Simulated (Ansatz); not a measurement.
Run report: C₂H₂AlBr, single-point calculation

- system: C₂H₂AlBr
- method: RKS PBE0-D4/def2-TZVPP (Ansatz 0.2.0)

The geometry comes from this level: PBE0-D4/def2-TZVP.

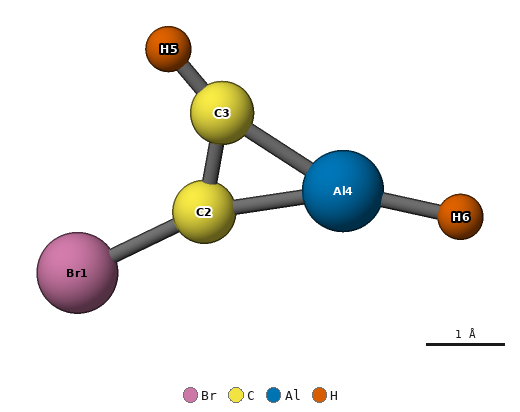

*The structure (ball-and-stick view, seen at a tilt; atoms are numbered from 1 in the order of the input). Sticks mark near contacts.*

Bond lengths as drawn: Al–C 1.86 to 1.87 Å, Al–H 1.57 Å, Br–C 1.89 Å, C–C 1.36 Å and C–H 1.09 Å.

**Summary**

- outcome: converged
- total energy: −78734.9023 eV
- mean-field energy: −78734.7796 eV
- dispersion energy: −0.1227 eV
- SCF solution under orbital rotations: stable
- HOMO: −6.96 eV
- LUMO: −1.12 eV
- hardware: 2 threads of Arm Neoverse V2, 23 GiB of memory available, shared host
- wall time: 3.8 s (CPU time 7.4 s)
- peak memory: 0.42 GiB

**Input file**
```yaml
crystal:
  periodic: [false, false, false]
  atoms:
    - {symbol: Br, position_ang: [-0.872027, -2.454249, -0.322667]}
    - {symbol: C, position_ang: [-0.361218, -0.645956, -0.133136]}
    - {symbol: C, position_ang: [0.842638, -0.155216, 0.249776]}
    - {symbol: Al, position_ang: [-0.379727, 1.209776, -0.107124]}
    - {symbol: H, position_ang: [1.751403, -0.685153, 0.523111]}
    - {symbol: H, position_ang: [-0.939068, 2.666799, -0.256261]}
basis:
  gaussian: {orbitals: def2-TZVPP}
hamiltonian: {xc: pbe0, dispersion: d4}
output: {orbitals: {seedname: orbitals}}
```

Launch command:
```bash
ansatz run in.yaml --threads 2 --pin off --events-out ev --progress --plain --max-ram 4352MiB
```

**Output**
```
Functional definition: PBE0
  name "PBE0"
  cite "Adamo & Barone, J. Chem. Phys. 110, 6158 (1999) doi:10.1063/1.478522"
  cite "Perdew, Burke & Ernzerhof, Phys. Rev. Lett. 77, 3865 (1996) doi:10.1103/PhysRevLett.77.3865"
  parent pbe
  parameter a = 0.25
  parameter kappa = 0.804
  parameter beta = 0.06672455060314922
  exchange = (1 - a)*pbe_x(kappa = kappa, mu = beta*pi^2/3) + a*exact_x
  correlation = pbe_c(beta = beta)
1191 factors; their error is unknown
mean field evaluation 1: about -78724.2907 eV, gradient 6.4e1 eV
mean field evaluation 2: about -78689.9491 eV, gradient 1.2e2 eV
mean field evaluation 4: about -78733.8851 eV, gradient 1.4e1 eV
mean field evaluation 8: about -78734.3338 eV, gradient 1.5e-1 eV
mean field evaluation 16: about -78734.7796 eV, gradient 1.8e-4 eV
mean field -78734.77955475 eV, -2893.4497802868 hartree, gradient 3.6e-5 eV, S^2 0.000000; 0 other end points of the search recorded, 0 dependent functions left out
reference -78734.77958474 eV, -2893.4497813887 hartree; 31, 31 occupied and 149, 149 virtual orbitals, 1191 factors
Total energy: -78734.90231680 eV, -2893.4542917089 hartree
```

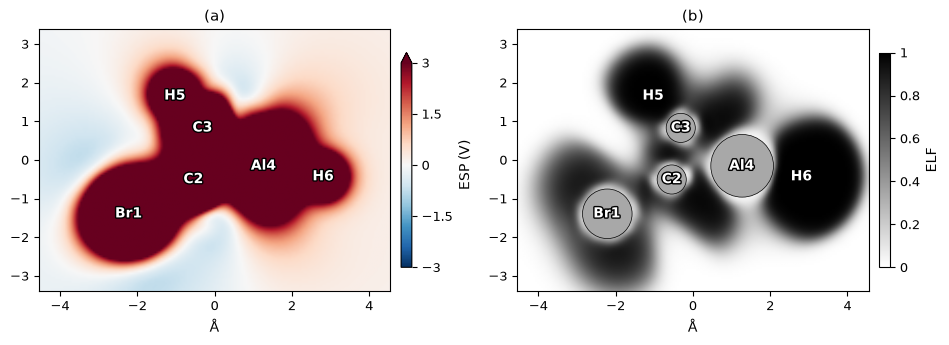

*(a) electrostatic potential; (b) ELF on the molecular plane. Grey discs, where drawn, cover atomic cores.*

The section cuts through Br, C, Al and H sites. C–C (1.36 Å): the ELF peaks at about 0.90 between the atoms; a multiple bond by its length, whose ELF region spreads away from the axis. C–Al (1.86 Å): the ELF peaks at about 0.80 in the valence shell of C, 0.7 Å from its nucleus, and is about 0.35 at the midpoint. C–Br (1.89 Å): the ELF peaks at about 0.85 between the atoms, which marks localised, shared-pair bonding. C–H (1.09 Å): the ELF climbs to about 1 towards the hydrogen, as it does in any bond to H; a covalent bond by its length. Al–H (1.57 Å): the ELF climbs to about 1 towards the hydrogen.

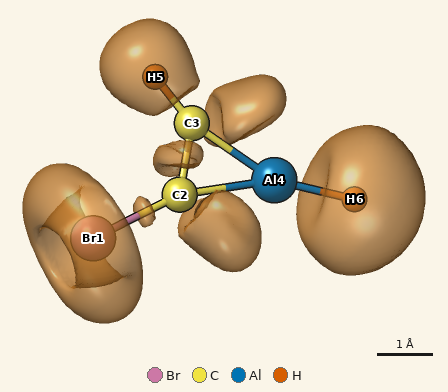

*Isosurface of the ELF at 0.8 (orange), seen at a tilt. Only the valence region is drawn (cores and ρ < 0.01 e/Å³ removed).*

Values along the shortest contacts: C–C (1.36 Å): the ELF peaks at about 0.90 between the atoms (a double or triple bond). C–Al (1.86 Å): the ELF peaks at about 0.80 in the valence shell of C, 0.7 Å from its nucleus, and is about 0.35 at the midpoint.

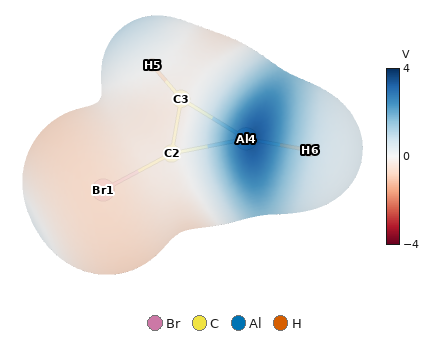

*The molecular electrostatic potential painted on the density surface at 0.002 e/bohr³, seen face on; red is negative and blue positive.*

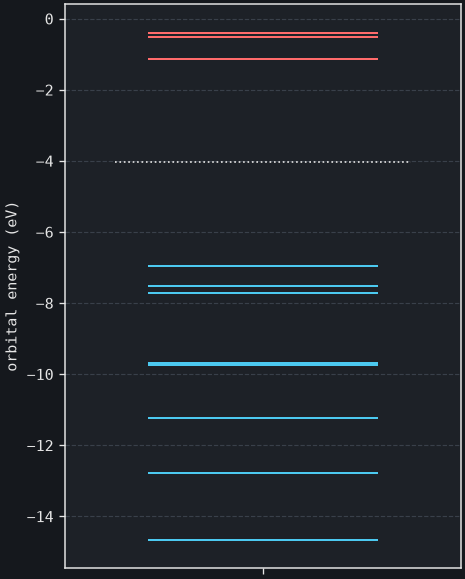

*Orbital energies near the frontier; the dotted line parts filled from empty levels, and levels within 0.02 eV of each other stand side by side.*

Highest filled −6.96 eV, lowest empty −1.12 eV, 5.84 eV apart.
